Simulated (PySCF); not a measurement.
## Run report: C4H6GeN2O, excited-state calculation

C4H6GeN2O, computed with TDDFT CAM-B3LYP/def2-SVPD, vertical, gas phase, core orbitals frozen in the response (PySCF 2.14.0).

The geometry comes from this level: GFN2-xTB. It belongs to a series of runs on one base structure; here: constitutional isomer.

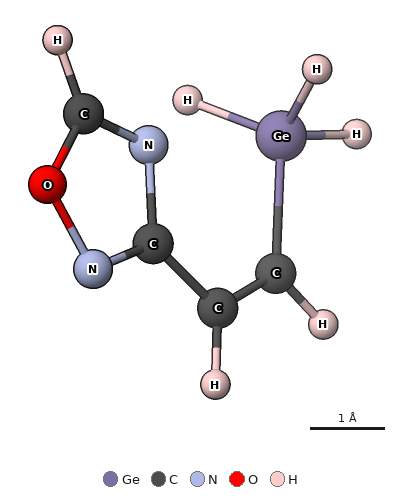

Fig. 1: The input geometry (ball-and-stick view, seen at a tilt). Sticks mark near contacts.

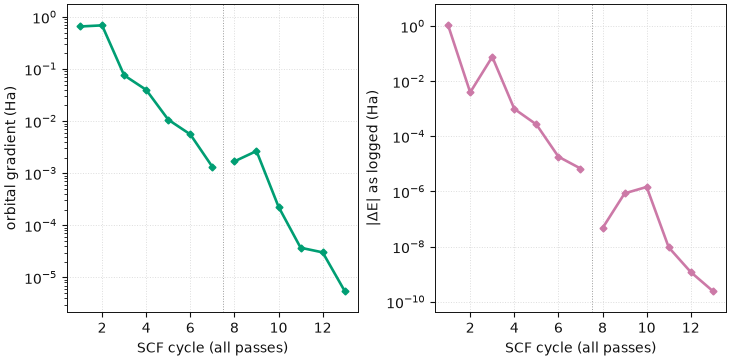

Fig. 2: Convergence of the self-consistent field: orbital gradient and size of the energy change against the SCF cycle. The dotted line marks the change from a coarse to the final integration grid. The first 7 cycles use a coarse grid, the final grid takes over at cycle 8, and the field converges after 13 cycles in all.

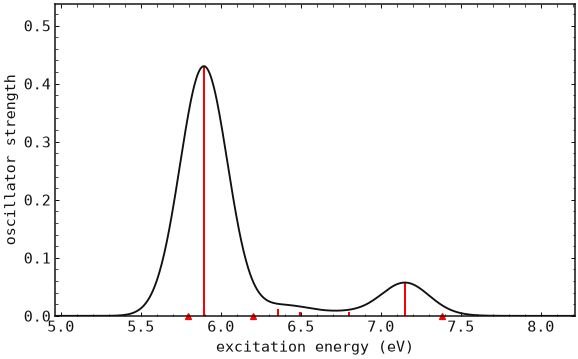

Fig. 3: Computed excitations as sticks (degenerate states added up, dark ones marked on the axis), with a Gaussian envelope of 0.35 eV full width at half maximum, scaled to the tallest. Of the 8 states the lowest lies at 5.79 eV (f = 0.000); the strongest line is at 5.89 eV, or 210 nm (f = 0.430).

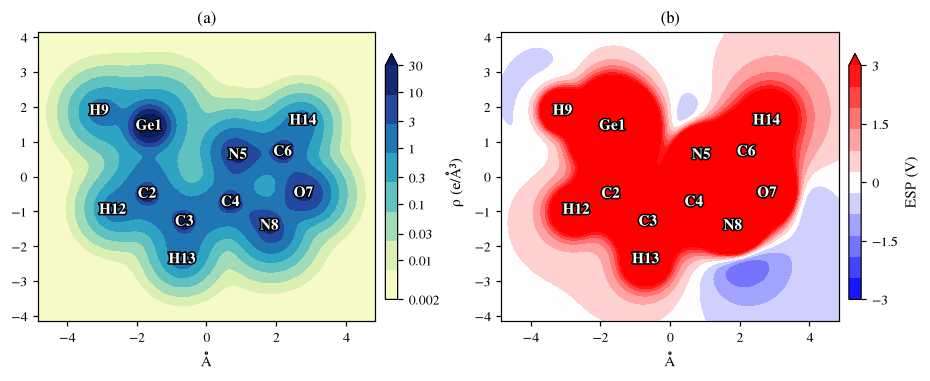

Fig. 4: (a) total electron density; (b) molecular electrostatic potential on the plane of atoms C4, N5 and C6. Atoms in the plane: Ge, C, N, O and H. C–N (1.29 Å): ρ at the midpoint is about 2.7 e/Å³. C–O (1.33 Å): ρ is about 2.6 e/Å³ halfway. C–Ge (1.95 Å): ρ is about 0.88 e/Å³ halfway.

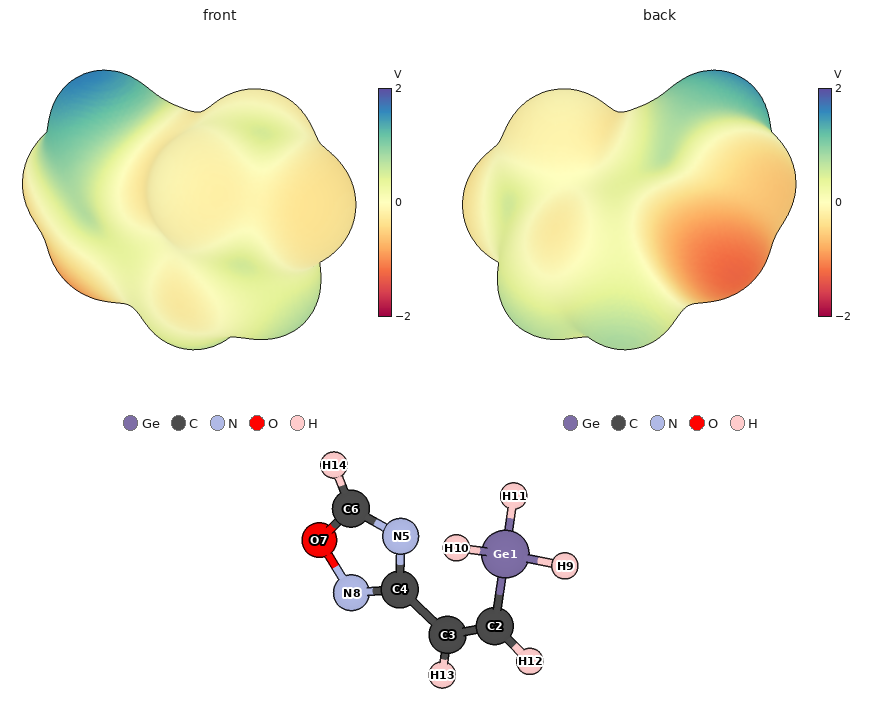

Fig. 5: The molecular electrostatic potential painted on the density surface at 0.001 e/bohr³, seen at a tilt and from behind; the colour scale runs from red (negative) to blue (positive). The bare structure is drawn below in the same view. Its dipole moment is 1.00 D.

These pictures come from the run below.

**The input**
```
{"job": {"kind": "uv", "xc": "CAM-B3LYP", "basis": "def2-SVPD", "nstates": 8, "ntriplets": 3}, "charge": 0, "multiplicity": 1}
Ge     1.826214     0.799182     0.093667
C      1.364128    -1.092597    -0.046888
C      0.120291    -1.566486    -0.107369
C     -0.999066    -0.669244    -0.070002
N     -0.836035     0.690426     0.027984
C     -2.050465     1.127606     0.031752
O     -2.949959     0.157245    -0.055252
N     -2.259780    -1.011972    -0.121393
H      3.333796     0.818102     0.127146
H      1.358382     1.425732     1.357886
H      1.410938     1.594905    -1.091245
H      2.180459    -1.801944    -0.077902
H     -0.122276    -2.617731    -0.184969
H     -2.377305     2.146302     0.094419
```

The first line tells a small driver script what to run in PySCF; the rest is the geometry in Å.

Launch command:
```bash
OMP_NUM_THREADS=1 python <driver script> task.json out
```

**What the program printed**
```
coarse grid: 58392 points
cycle   1  E = -2417.0674942574  dE =  1.059e+00  |g| = 6.545e-01  |ddm| = 6.202e+00
cycle   2  E = -2417.0714179861  dE = -3.924e-03  |g| = 6.882e-01  |ddm| = 2.193e+00
cycle   3  E = -2417.1477166538  dE = -7.630e-02  |g| = 7.580e-02  |ddm| = 1.188e+00
cycle   4  E = -2417.1487038802  dE = -9.872e-04  |g| = 3.978e-02  |ddm| = 1.504e-01
cycle   5  E = -2417.1489731956  dE = -2.693e-04  |g| = 1.066e-02  |ddm| = 6.545e-02
cycle   6  E = -2417.1489914190  dE = -1.822e-05  |g| = 5.562e-03  |ddm| = 2.306e-02
cycle   7  E = -2417.1489982230  dE = -6.804e-06  |g| = 1.327e-03  |ddm| = 7.876e-03
final grid: 123296 points
cycle   8  E = -2417.1489857070  dE =  4.696e-08  |g| = 1.687e-03  |ddm| = 7.453e-03
cycle   9  E = -2417.1489848541  dE =  8.528e-07  |g| = 2.666e-03  |ddm| = 5.539e-03
cycle  10  E = -2417.1489863106  dE = -1.456e-06  |g| = 2.269e-04  |ddm| = 3.289e-03
cycle  11  E = -2417.1489863200  dE = -9.349e-09  |g| = 3.716e-05  |ddm| = 3.100e-04
cycle  12  E = -2417.1489863211  dE = -1.188e-09  |g| = 3.028e-05  |ddm| = 1.515e-04
cycle  13  E = -2417.1489863214  dE = -2.437e-10  |g| = 5.475e-06  |ddm| = 6.682e-05
converged SCF energy = -2417.1489863214

Static polarisability (au): isotropic 91.010, principal 61.356 91.384 120.290

Singlet excitations
state   eV       nm        f      main configurations
  1   5.7921    214.1   0.00034   H-1->L 0.74, H-5->L 0.15
  2   5.8942    210.3   0.43017   H->L 0.95
  3   6.2020    199.9   0.00020   H-2->L 0.71, H-1->L+1 0.13
  4   6.3547    195.1   0.01239   H->L+1 0.93
  5   6.4948    190.9   0.00736   H-1->L+1 0.56, H-2->L 0.15, H-1->L 0.11
  6   6.8002    182.3   0.00600   H-5->L 0.63, H-6->L 0.09, H-1->L 0.09
  7   7.1508    173.4   0.05665   H-3->L 0.86
  8   7.3854    167.9   0.00157   H->L+2 0.72, H->L+3 0.12, H->L+4 0.10

Triplet excitations (Tamm-Dancoff, eV): 3.5028 4.8138 5.3648
```

**Summary**

```json
{"quantity": "outcome", "value": "converged"}
{"quantity": "total energy", "value": "−2417.148986 hartree"}
{"quantity": "HOMO", "value": "−9.00 eV"}
{"quantity": "LUMO", "value": "−0.53 eV"}
{"quantity": "dipole moment", "value": "1.00 D"}
{"quantity": "mean polarisability", "value": "91.01 a.u."}
{"quantity": "lowest singlet excitation", "value": "5.79 eV"}
{"quantity": "hardware", "value": "1 CPU thread, shared host"}
{"quantity": "wall time", "value": "2.2 min"}
{"quantity": "peak memory", "value": "1 GiB"}
```

**Remarks**

Spin–orbit coupling is left out, which matters for the heavy atoms.
